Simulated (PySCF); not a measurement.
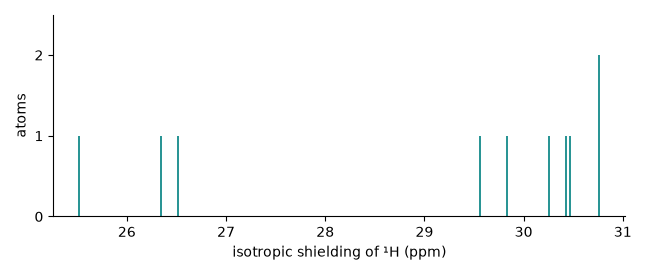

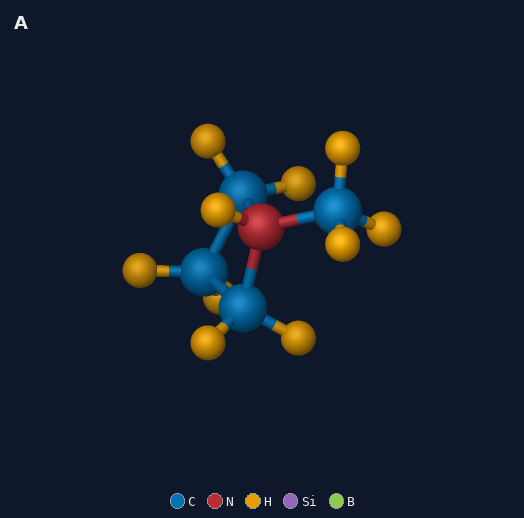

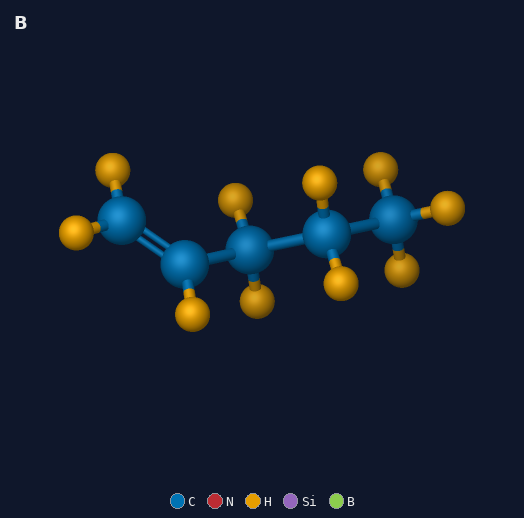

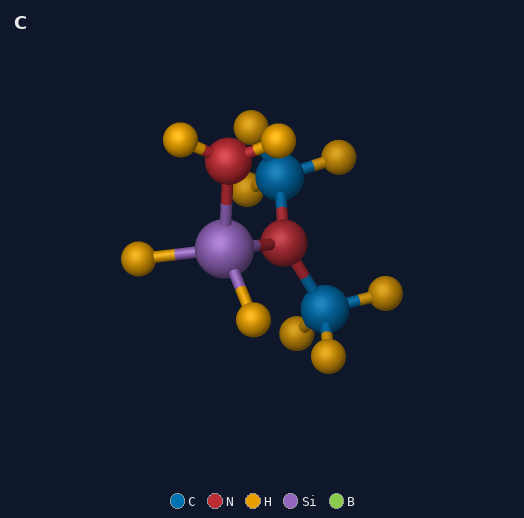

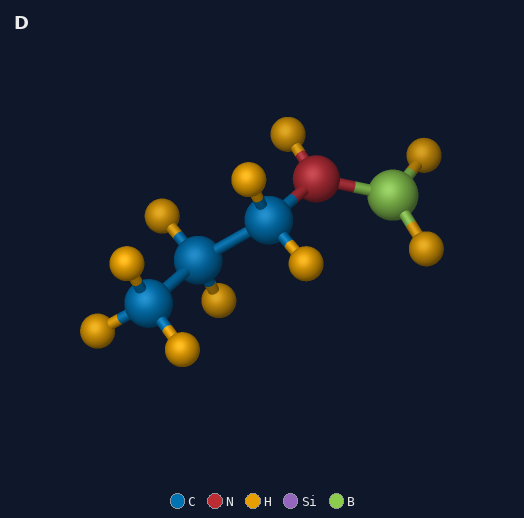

The sticks are computed shieldings of one of the molecules, for one fixed geometry (GFN2-xTB) without averaging over rotations. Low shielding means a high chemical shift. Method: GIAO PBE0/pcSseg-1 NMR shielding, non-relativistic, gas phase (PySCF 2.14.0).

**Match the spectrum to a structure.**

B, `C=CCCC`. Its 10 H atoms give lines at 25.52, 26.35, 26.52, 29.56, 29.83, 30.25, 30.42, 30.47, 30.76 (2 atoms) ppm.
